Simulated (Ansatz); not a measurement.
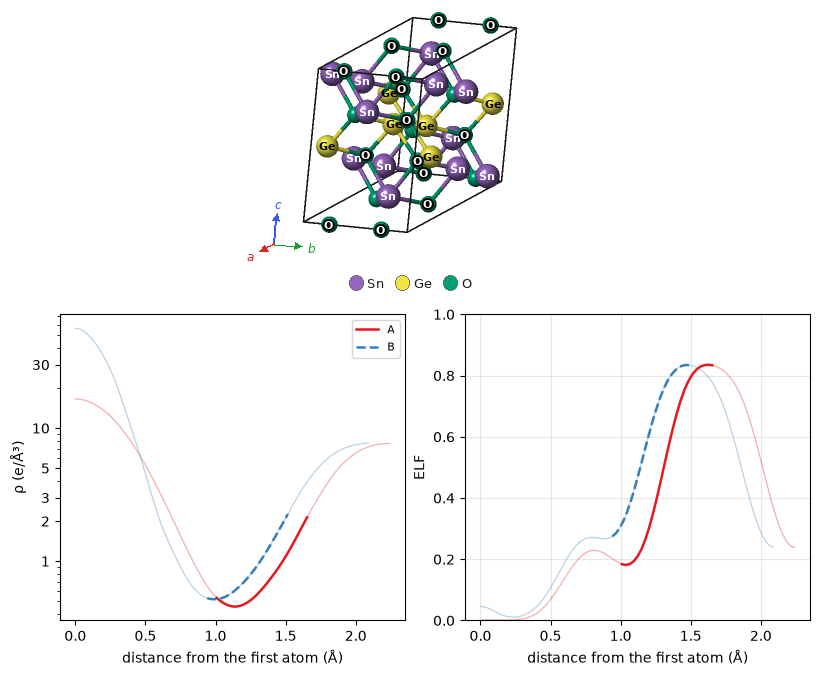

Figure 1: Sn2GeO3. Valence pseudo-density and ELF along straight lines between neighbouring atoms. Thin, pale parts lie inside the atomic spheres. The structure is drawn too.

Space group C2/m; a structure generated by program, which may or may not match a known phase.

The calculation used DFT PBE, scalar-relativistic, plane waves, PAW (Ansatz).

In a PAW calculation such maps are meaningful between the atoms, not at the nuclei.

> Which curve belongs to which contact (Ge–O and Sn–O)? The first atom named is at distance zero.

Curve A: Sn–O (2.24 Å): the density is about 0.46 e/Å³ at the midpoint; the ELF peaks at about 0.85 in the valence shell of O, 0.6 Å from its nucleus, and is about 0.20 at the midpoint: no localised pair shows between them. Curve B: Ge–O (2.09 Å): the density is about 0.53 e/Å³ at the midpoint; the ELF peaks at about 0.85 in the valence shell of O, 0.6 Å from its nucleus, and is about 0.35 at the midpoint.
